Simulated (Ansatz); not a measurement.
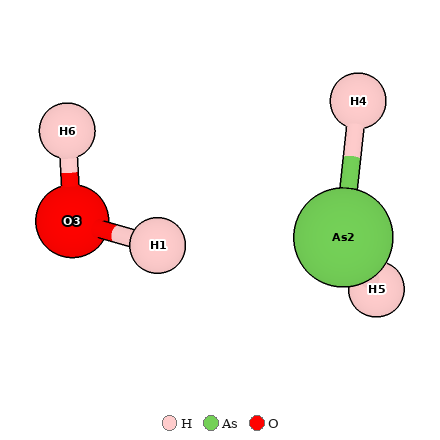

The system is the reacting system AsH₄O (fragments AsH₃ + HO where the first distance is long, H₂O + AsH₂ where the second is long), spin multiplicity 2; the picture shows the reference structure. Coordinates scanned: (1) distance H1–O3 (bond that forms); (2) distance H1–As2 (bond that breaks). Relaxed at each point: all other coordinates. The scan uses a 10 × 10 grid. At 4 points there is no value. Points are written as (first, second). Energies are in kJ/mol, from the lowest grid point. In part of the range the unrestricted reference is strongly spin-contaminated. These are results of UKS BHLYP-D4/def2-SVP in Ansatz, not measurements.

Its coordinates:

```xyz
6

H     0.0097   -0.5979   -0.7611
As    0.7783    1.1695   -0.3162
O    -0.8567   -1.4368   -0.3801
H     1.0029    0.8693    1.1525
H    -0.5603    1.8209   -0.0481
H    -0.3738   -1.8250    0.3531
```

Range: distance H1–O3 (bond that forms) from 0.873 to 2.073 Å; distance H1–As2 (bond that breaks) from 1.350 to 3.150 Å.

Q: What landscape does the calculation give?

A: The lowest grid point is at (0.950 Å, 3.150 Å). It lies in a valley that leaves the map towards separated partners. The highest grid point, (1.909 Å, 2.904 Å), lies 410 kJ/mol above the lowest.

```
second ↓, first →  0.873  0.950  1.056  1.177  1.308  1.449  1.596  1.749  1.909  2.073
            3.150     22      0     22     83    164    254    333    386      –      –
            2.904     23      1     22     83    164    252    328    379    410      –
            2.665     25      3     24     83    162    247    318    364    393      –
            2.434     31      7     26     84    159    237    299    340    365    379
            2.213     41     16     32     85    153    221    271    303    321    331
            2.003     62     33     44     88    147    199    234    254    265    270
            1.806    101     66     67     99    141    175    195    205    209    211
            1.625    167    123    110    124    145    161    168    170    171    171
            1.465    268    212    181    175    176    175    172    169    166    165
            1.350    384    317    270    246    231    219    209    202    198    195
```

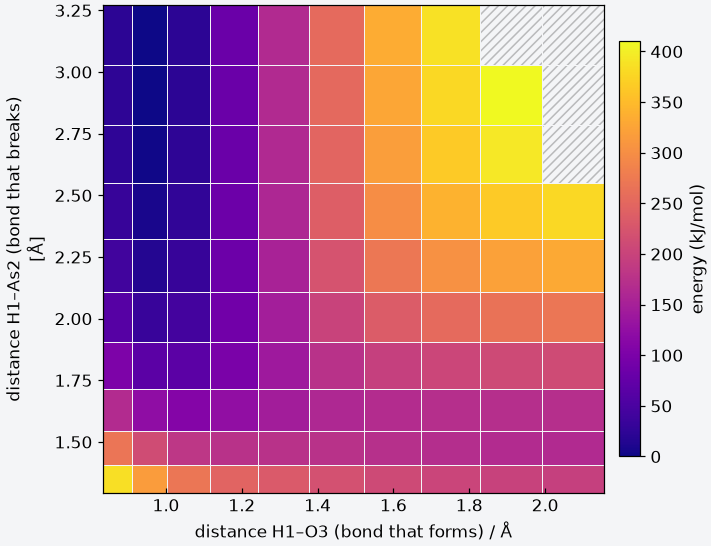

In the figure: one coloured cell a grid point, hatched blanks where no value was computed.

Each point was launched as `ansatz run input.yaml --threads 1 --pin off --max-ram 2560MiB --backend cpu --events-out ev --progress --plain --runs-dir out`. Time for the 96 points that were run: 39 min on 1 thread of Arm Neoverse V2, with other jobs on the host.
